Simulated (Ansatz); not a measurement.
# CdC2 in Pmn2_1, a phase reached by a soft mode: following an unstable mode, part 2 of 3

Wanted: the energy along a soft mode of CdC2 in Pmn2_1, a phase reached by a soft mode and the structure at the end.

Ansatz 0.2.0; DFT PBE, scalar-relativistic, plane waves, norm-conserving pseudopotentials.

So far. Step 4 (The mode frozen in, largest atomic shift 0.32 Å): The run ends at a pressure of -0.17 GPa, with forces up to 0.23 eV/Å. Step 5 (Energy along the mode, all amplitudes (two of the runs …): The lowest of the steps tried is at 0.32 Å, 2.18 meV/atom below the parent; the bottom of the well need not coincide with a step.

The structure was built from a prototype and need not be the compound's stable phase.

## Step 6: Relaxation from the frozen mode

Starting from the lowest point found, all atoms and the cell are let go, so that strain and other modes of the same symmetry can join in.

The input, input.yaml:

```yaml
crystal:
  lattice:
    - [5.9203150559, 0.0, 0.0]
    - [0.0, 3.9644499121, 0.0]
    - [0.0, 0.0, 3.9643213079]
  atoms:
    - { symbol: Cd, position: [0.0109973264, 0.2174158645, 0.5090318716] }
    - { symbol: Cd, position: [0.5109973264, 0.7825841355, 0.0090318716] }
    - { symbol: C, position: [-0.0488755938, 0.656625181, 0.8449016569] }
    - { symbol: C, position: [0.4459488225, 0.1196952958, 0.5686057337] }
    - { symbol: C, position: [-0.0540511775, 0.8803047042, 0.0686057337] }
    - { symbol: C, position: [0.4511244062, 0.343374819, 0.3449016569] }
kpoints:
  mp_grid: { grid: [4, 6, 6] }
hamiltonian:
  xc: pbe
  pseudopotentials: { kind: nc }
scf:
  occupations: { method: fixed }
output:
  forces: true
  stress: true
  eigenvalues: true
relax:
  adjacent_minimum: "off"
  f_tol: 0.002
  max_steps: 120
  cell: { stress_tol: 0.03 }
```

Run with:

```console
$ ansatz run input.yaml --threads 8 --pin off --max-ram 14336MiB --backend cpu --events-out ev --progress --plain --runs-dir out
```

Numbers of over 12 decimals in the logs are rounded to 6 here.

Log:

```text
[...]
Crystal: 6 atoms, lattice volume = 93.046 Å³
Basis set: ecut = 1115.666836 eV, 7845 PW (Γ), exchange–correlation on 144×90×90 points (8 copies of the dense FFT grid, shifted against one another)
Bands: 34, of which v1, the nominal top of the filled ones, is band 28 counted from 1 (27 counted from 0)
Symmetry: 2 space group operations
[...]
k-points: 56 of 144 (time reversal used)
[...]
SCF iter   1: F=—  HF=-10187.731211 eV  |F-HF|=—  |Δ(HF+E_count)|=         —  Δρ=9.79e-2  dr2=9.13e0  ethr=3.10e-3  ⟨swp⟩=5.0  Hψ=7418  notcnv=0  defer=208
[...]
SCF iter   9: F=-10184.490298 eV  HF=-10184.490298 eV  |F-HF|=2.01e-8  |Δ(HF+E_count)|=   1.57e-7  Δρ=7.93e-6  dr2=4.47e-8  ethr=1.79e-10  ⟨swp⟩=15.5  Hψ=13090  notcnv=0
SCF 1 converged in 9 iterations: F = -10184.490298 eV  dr2 = 4.47e-8
relax step   1: F+E_penalty+E_count = -10184.49029798 eV  Δ(F+E_penalty+E_count) = +0.000e0 eV  max|allowed force component| = 1.690e-1 eV/Å  Δτ_max = 0.0000 Å  P = -0.173 GPa  Ω = 93.046 Å³  (9 SCF iters, dr2 threshold 1.00e-7 eV, accepted)
Crystal: 6 atoms, lattice volume = 92.776 Å³
Basis set: ecut = 1115.666836 eV, 7817 PW (Γ), exchange–correlation on 144×90×90 points (8 copies of the dense FFT grid, shifted against one another)
[...]
iter 1 solved again at ethr=1.02e-5 eV; its pass at ethr=3.10e-3 eV (dr2=5.74e-3 eV) is discarded
[...]
SCF iter   5: F=-10184.493400 eV  HF=-10184.493400 eV  |F-HF|=1.17e-7  |Δ(HF+E_count)|=   1.72e-6  Δρ=2.59e-5  dr2=5.20e-7  ethr=1.07e-9  ⟨swp⟩=13.5  Hψ=13648  notcnv=0
SCF 2 converged in 5 iterations: F = -10184.493400 eV  dr2 = 5.20e-7
relax step   2: F+E_penalty+E_count = -10184.49339964 eV  Δ(F+E_penalty+E_count) = -3.102e-3 eV  max|allowed force component| = 2.811e-2 eV/Å  Δτ_max = 0.0175 Å  P = +0.043 GPa  Ω = 92.776 Å³  energy of the carried Pulay correction = +3.405e-5 eV  (5 SCF iters, dr2 threshold 6.00e-7 eV, accepted)
Crystal: 6 atoms, lattice volume = 92.912 Å³
Basis set: ecut = 1115.666836 eV, 7823 PW (Γ), exchange–correlation on 144×90×90 points (8 copies of the dense FFT grid, shifted against one another)
[...]
SCF iter   6: F=-10184.493950 eV  HF=-10184.493950 eV  |F-HF|=7.93e-9  |Δ(HF+E_count)|=  9.73e-10  Δρ=3.69e-6  dr2=1.37e-8  ethr=1.55e-10  ⟨swp⟩=13.9  Hψ=11724  notcnv=0
SCF 3 converged in 6 iterations: F = -10184.493950 eV  dr2 = 1.37e-8
relax step   3: F+E_penalty+E_count = -10184.49395011 eV  Δ(F+E_penalty+E_count) = -5.505e-4 eV  max|allowed force component| = 1.908e-2 eV/Å  Δτ_max = 0.0083 Å  P = -0.005 GPa  Ω = 92.912 Å³  energy of the carried Pulay correction = +1.687e-5 eV  (6 SCF iters, dr2 threshold 8.68e-8 eV, accepted)
[...]
relax step   4: F+E_penalty+E_count = -10184.49424299 eV  Δ(F+E_penalty+E_count) = -2.929e-4 eV  max|allowed force component| = 3.133e-2 eV/Å  Δτ_max = 0.0076 Å  P = -0.025 GPa  Ω = 92.977 Å³  energy of the carried Pulay correction = +8.714e-6 eV  (6 SCF iters, dr2 threshold 2.28e-8 eV, accepted)
[...]
relax step   5: F+E_penalty+E_count = -10184.49451833 eV  Δ(F+E_penalty+E_count) = -2.753e-4 eV  max|allowed force component| = 4.712e-3 eV/Å  Δτ_max = 0.0118 Å  P = -0.023 GPa  Ω = 92.953 Å³  energy of the carried Pulay correction = +1.176e-5 eV  (6 SCF iters, dr2 threshold 6.14e-8 eV, accepted)
[...]
relax step   6: F+E_penalty+E_count = -10184.49466030 eV  Δ(F+E_penalty+E_count) = -1.420e-4 eV  max|allowed force component| = 1.168e-3 eV/Å  Δτ_max = 0.0027 Å  P = -0.001 GPa  Ω = 92.910 Å³  energy of the carried Pulay correction = +1.711e-5 eV  (5 SCF iters, dr2 threshold 2.81e-8 eV, accepted)
[...]
SCF iter   6: F=-10184.494643 eV  HF=-10184.494643 eV  |F-HF|=3.64e-12  |Δ(HF+E_count)|=  2.55e-11  Δρ=7.43e-8  dr2=3.84e-12  ethr=1.00e-12  ⟨swp⟩=16.3  Hψ=14721  notcnv=0
SCF 7 converged in 6 iterations: F = -10184.494643 eV  dr2 = 3.84e-12
relax step   7: F+E_penalty+E_count = -10184.49464333 eV  Δ(F+E_penalty+E_count) = +1.696e-5 eV  max|allowed force component| = 1.110e-3 eV/Å  Δτ_max = 0.0000 Å  P = -0.001 GPa  Ω = 92.910 Å³  stress off target by 7.14e-3 GPa  SCF on the basis re-selected at this cell (its energy is not comparable with the rows above)  (6 SCF iters)
basis re-selected at this cell: Δ(F+E_penalty+E_count) = +1.696e-5 eV, ΔP = -0.000 GPa vs the last step (what re-selecting the basis moved, of the pressure what is left beyond the Pulay correction that the steps carried, after the strain that the cell walked since its last selection, with what the two solves' SCF thresholds leave and, on support functions, any second-order correction that the steps lacked; it is no m [...]
SCF converged after 6 iterations
Free energy (F): -10184.494643 eV
[...]
Internal energy: -10184.494643 eV  (E = F + TS)
E sigma→0 (E₀):  -10184.494643 eV
Fermi energy:    6.870595 eV
[...]
--- Forces (eV/Å), atoms counted from 1 ---
  atom   1  Cd     0.00029849    -0.00017424    -0.00063282
  atom   2  Cd     0.00029849     0.00017424    -0.00063282
  atom   3  C      0.00062950    -0.00012145     0.00068585
  atom   4  C     -0.00092752    -0.00110968    -0.00005305
  atom   5  C     -0.00092752     0.00110968    -0.00005305
  atom   6  C      0.00062950     0.00012145     0.00068585
  max |Σ_I F_I| component: 9.47e-7 eV/Å
--- Stress (GPa, compression-positive) ---
       -0.005638       0.000000       0.003799
        0.000000       0.001277      -0.000000
        0.003799      -0.000000       0.002468
  P = ⅓ Tr σ = -0.0006 GPa (-0.006 kbar)
--- Band table (eV; the first three rows and the last of 56) ---
  k-point 0: bands = [... 24 lower, 4.5790, 5.9087, 5.9657, 6.1047, 10.5522, 11.5666, 12.7175, 12.7207, ... 2 higher]
  k-point 1: bands = [... 24 lower, 4.8327, 5.9678, 6.0662, 6.0725, 10.8725, 11.6520, 12.2593, 12.3336, ... 2 higher]
  k-point 2: bands = [... 24 lower, 5.2640, 5.6079, 6.0762, 6.1785, 11.3368, 11.4373, 11.8026, 11.8984, ... 2 higher]
  k-point 55: bands = [... 24 lower, 4.3312, 4.4290, 6.4765, 6.7793, 11.5864, 11.6162, 11.9043, 12.2603, ... 2 higher]
--- Relaxed structure (6 steps of the walk, 6 accepted, 1 SCFs on fresh bases) ---
  F+E_penalty+E_count = -10184.49464333 eV   max|allowed force component| = 1.110e-3 eV/Å   (the final SCF, on the basis selected at the relaxed cell)
  cell:  # Å, volume = 92.9103 Å³
    - [5.950772, 0.0, 0.073219]
    - [0.0, 3.952531, 0.0]
    - [0.049028, 0.0, 3.950769]
  atoms:
    - { symbol: Cd, position: [0.00910129, 0.218181, 0.507276] }
    - { symbol: Cd, position: [0.509101, 0.781819, 0.00727644] }
    - { symbol: C, position: [-0.050408, 0.656316, 0.845241] }
    - { symbol: C, position: [0.449378, 0.118873, 0.570022] }
    - { symbol: C, position: [-0.050622, 0.881127, 0.070022] }
    - { symbol: C, position: [0.449592, 0.343684, 0.345241] }
```

It took 26 s on 8 threads of Intel Xeon 6975P-C (Granite Rapids), shared host; peak memory 1.2 GiB.

Relaxation path:

```tsv
step	energy less that of the first step (eV)	largest force component (eV/Å)	pressure (GPa)	volume (Å³)
1	0.0000	0.1690	-0.17	93.05
2	-0.0031	0.0281	0.04	92.78
3	-0.0037	0.0191	0.00	92.91
4	-0.0039	0.0313	-0.02	92.98
5	-0.0042	0.0047	-0.02	92.95
6	-0.0044	0.0012	0.00	92.91
7*	-0.0043	0.0011	0.00	92.91
```

Relaxation steps marked * repeat the geometry before them on a plane-wave basis chosen anew for their cell, so energy and pressure can jump there.

Forces are held to the 2 operations that the run works with; a distortion that breaks them can't arise in this run.

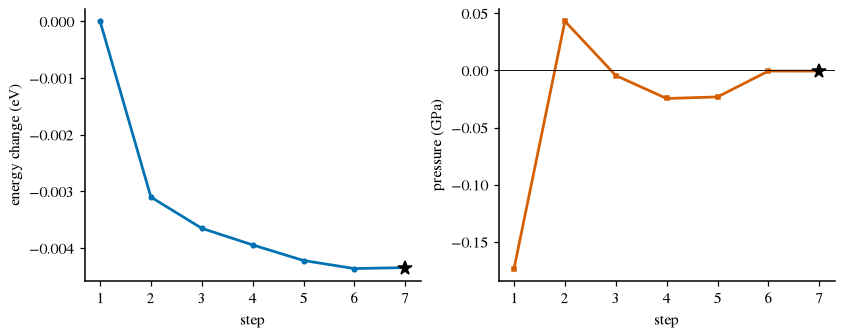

Energy and pressure along the relaxation. Stars mark steps on a basis chosen anew.

```tsv
cell as run	before	after	change
a (Å)	5.920	5.951	+0.5 %
b (Å)	3.964	3.953	-0.3 %
c (Å)	3.964	3.951	-0.3 %
β (°)	90.00	88.58	-1.6 %
volume (Å³/atom)	15.51	15.49	-0.1 %
```

The atoms that moved most (Å, as changes of fractional coordinates times the final cell):

```tsv
atom	dx	dy	dz	length
C4	0.020	-0.003	0.006	0.022
C5	0.020	0.003	0.006	0.022
Cd2	-0.011	-0.003	-0.007	0.014
Cd1	-0.011	0.003	-0.007	0.014
C6	-0.009	0.001	0.001	0.009
C3	-0.009	-0.001	0.001	0.009
```

The relaxed structure:

```xyz
6
Lattice="5.9508 0.0000 0.0732 0.0000 3.9525 0.0000 0.0490 0.0000 3.9508" Properties=species:S:1:pos:R:3 pbc="T T T"
Cd    0.0790    0.8624    2.0048
Cd    3.0299    3.0902    0.0660
C    -0.2585    2.5941    3.3357
C     2.7021    0.4698    2.2849
C    -0.2978    3.4827    0.2729
C     2.6923    1.3584    1.3969
```

This step gave:

- pressure: -6.31e-4 GPa
- gap on the k-mesh: 3.544 eV
- volume per atom: 15.49 Å³

The distorted start has space group Pc; the relaxation ends in Pc.

## Step 7: The new phase in its own primitive cell

The relaxed structure is symmetrised, reduced to its primitive cell and relaxed tightly, as its phonons need.

The input, input.yaml:

```yaml
crystal:
  lattice:
    - [3.9510736116, 0.0, 0.0]
    - [0.0, 3.9525311336, 0.0]
    - [-3.8040178437, 0.0, 5.9494052243]
  atoms:
    - { symbol: Cd, position: [0.5163777254, 0.7818194693, 0.0091012886] }
    - { symbol: Cd, position: [0.5163777254, 0.2181805307, 0.5091012886] }
    - { symbol: C, position: [0.7948327761, 0.3436840837, 0.9495916927] }
    - { symbol: C, position: [0.0193993158, 0.8811274598, 0.4493775738] }
    - { symbol: C, position: [0.0193993158, 0.1188725402, 0.9493775738] }
    - { symbol: C, position: [0.7948327761, 0.6563159163, 0.4495916927] }
kpoints:
  mp_grid: { grid: [6, 6, 4] }
hamiltonian:
  xc: pbe
  pseudopotentials: { kind: nc }
scf:
  occupations: { method: fixed }
output:
  forces: true
  stress: true
  eigenvalues: true
relax:
  adjacent_minimum: "off"
  f_tol: 0.001
  max_steps: 60
  cell: { stress_tol: 0.01 }
```

Log:

```text
[...]
Crystal: 6 atoms, lattice volume = 92.910 Å³
Basis set: ecut = 1115.666836 eV, 7845 PW (Γ), exchange–correlation on 90×90×160 points (8 copies of the dense FFT grid, shifted against one another)
Bands: 34, of which v1, the nominal top of the filled ones, is band 28 counted from 1 (27 counted from 0)
Symmetry: 2 space group operations
[...]
cell:  # Å, volume = 92.9042 Å³
    - [3.951170, 0, 0.000258858]
    - [0, 3.952485, 0]
    - [-3.803721, 0, 5.948686]
  atoms:
    - { symbol: Cd, position: [0.516361, 0.781633, 0.00910051] }
    - { symbol: Cd, position: [0.516361, 0.218367, 0.509101] }
    - { symbol: C, position: [0.794876, 0.343493, 0.949616] }
    - { symbol: C, position: [0.019373, 0.881341, 0.449354] }
    - { symbol: C, position: [0.019373, 0.118659, 0.949354] }
    - { symbol: C, position: [0.794876, 0.656507, 0.449616] }
[key lines of the parts left out:]
SCF converged after 7 iterations
Free energy (F): -10184.494674 eV
Fermi energy:    6.838665 eV
P = ⅓ Tr σ = 0.0005 GPa (0.005 kbar)
```

It took 13 s on 8 threads; peak memory 1.2 GiB.

Little changed from the start: no atom moved by 0.005 Å and no cell edge by 0.1 %.

This step gave:

```yaml
pressure: 5.13e-4 GPa
gap_on_the_k_mesh: 3.579 eV
volume_per_atom: 15.48 Å³
direct_gap_on_mesh: 3.674 eV
```

The largest force component left is 0.40 meV/Å and the pressure is 0.001 GPa, within the tolerances set. The cell now holds 15.48 Å³/atom.

[end of part 2 of 3]

[Logs are printed without paths, hosts, clocks, repeated set-up lines and the standing remarks that a program may print on its own settings, such as how far it seeks lower states.]

[Hosts, paths, dates, database ids (printed as entryN), source tags and the programs' standing remarks are cut or masked in the printed files.]
